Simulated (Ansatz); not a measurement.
Consider Ga₂O₃ in the corundum structure (space group R-3c, No. 167; a = 5.000 Å, c = 13.449 Å (hexagonal axes)). Axes: x lies along a and z along c of the hexagonal cell.

It is then changed as follows: biaxial strain +3.00 %, plane normal [001], relaxed out of plane (Cartesian); in-plane vectors clamped, the third vector and the atoms free.

Calculations: PBEsol (Ansatz, a program for electronic structure; PAW; 420 eV plane waves; without spin-orbit coupling).

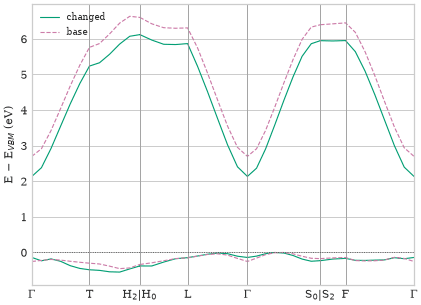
Figure: Highest valence and lowest conduction band along the path, each from its own valence-band maximum

The gap is 2.14 eV, indirect, Γ–S₀ (37 % along) → Γ; the base has 2.70 eV.

Gaps are read on the SCF mesh and a high-symmetry path. No phonon test of stability was made.
